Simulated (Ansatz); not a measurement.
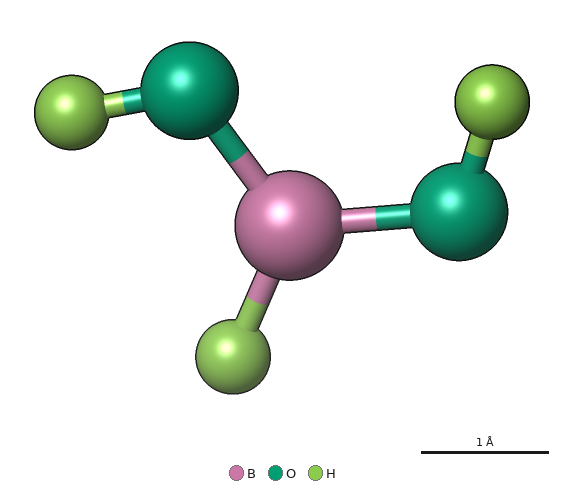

The picture shows a molecular structure as a ball-and-stick model. Every bond is drawn as one stick, whatever its order.

Which formula does it have?

Answer. BH₃O₂, 6 atoms: 1 boron, 3 hydrogen and 2 oxygen.

Which point group does it belong to?

Answer. Cs.

Count the bonded pairs by element.

Answer. 2 B–O, 2 O–H, 1 B–H. Sticks follow a distance rule.

How many atoms are distinct by symmetry?

Answer. 6: 1 B, 1 O, 1 O, 1 H, 1 H, 1 H.

More results for the same structure follow; atom numbers are the same in all pictures, views and colours differ. The geometry was computed by an optimisation with PBE0-D4/def2-TZVP.

## Geometry

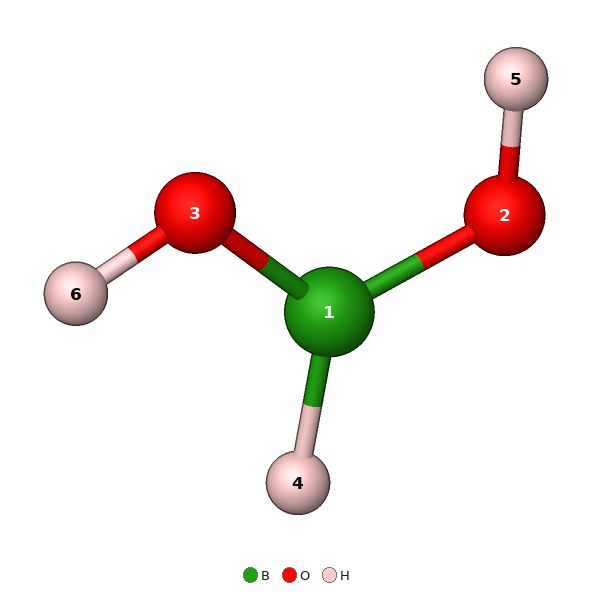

Estimate the angles O2–B1–O3, O2–B1–H4, O3–B1–H4, B1–O2–H5, B1–O3–H6.

| angle | degrees |
| --- | --- |
| O2–B1–O3 | 119.3 |
| O2–B1–H4 | 118.4 |
| O3–B1–H4 | 122.3 |
| B1–O2–H5 | 112.3 |
| B1–O3–H6 | 113.2 |

## Vibrations

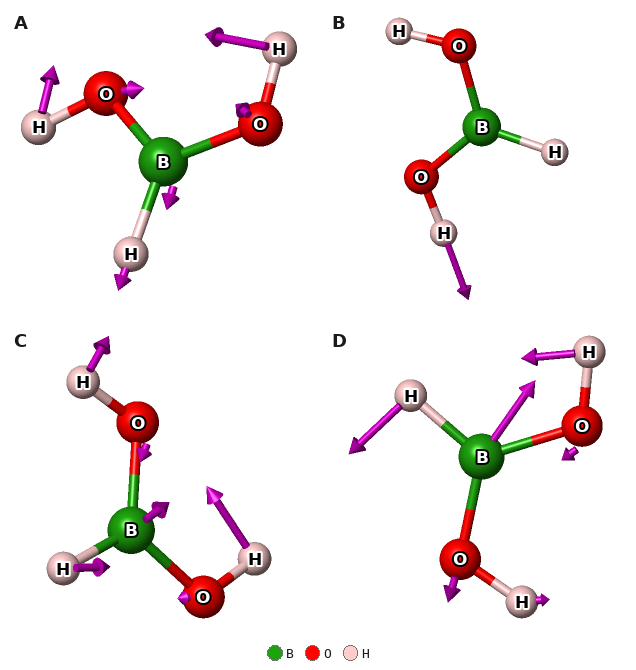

4 normal modes of one molecule or complex, as arrows. Harmonic vibrations computed with RKS PBE0-D4/def2-TZVP (Ansatz 0.2.0) at a stationary point of the same level.

Match the panels to the wavenumbers 476 cm⁻¹, 1248 cm⁻¹, 1467 cm⁻¹, 3917 cm⁻¹.

Answer. A: 476 cm⁻¹, angle bending
B: 3917 cm⁻¹, O–H stretching
C: 1248 cm⁻¹
D: 1467 cm⁻¹

## Dipole moment

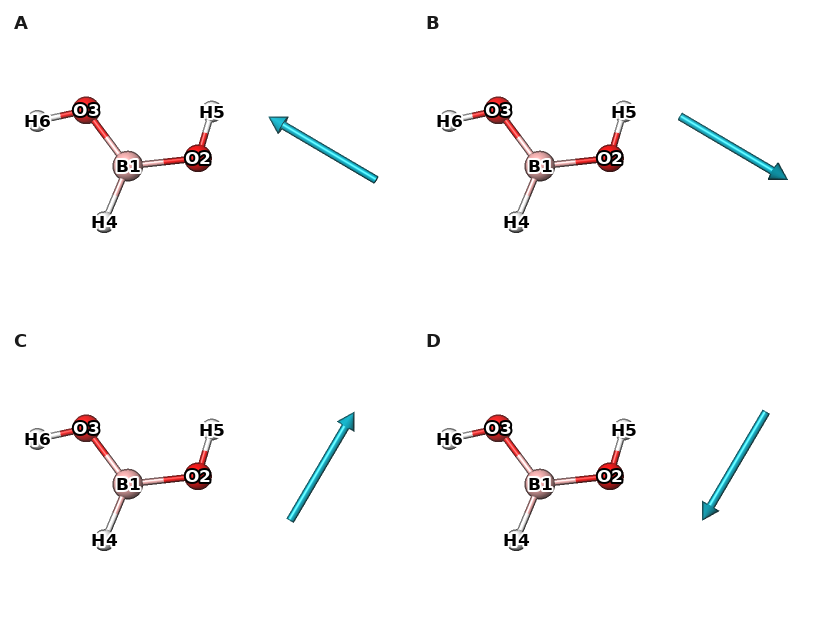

The same molecule four times, each with an arrow. Level of theory: RKS PBE0-D4/def2-TZVP (Ansatz 0.2.0).

Which arrow points along the dipole moment, from the negative to the positive end?

Answer. A. The dipole moment is 1.57 D; it points from the side of O2 to the side of H6 (the outermost atoms at the two ends).

## Charges

The questions are on Mulliken charges. Level of theory: RKS PBE0-D4/def2-TZVP (Ansatz 0.2.0).

List the Mulliken charges.

```csv
atom,value (e)
B1,0.20
O2,−0.42
O3,−0.42
H4,−0.02
H5,0.33
H6,0.34
```

Mulliken values depend strongly on the basis set and can even reverse the polarity of a bond.
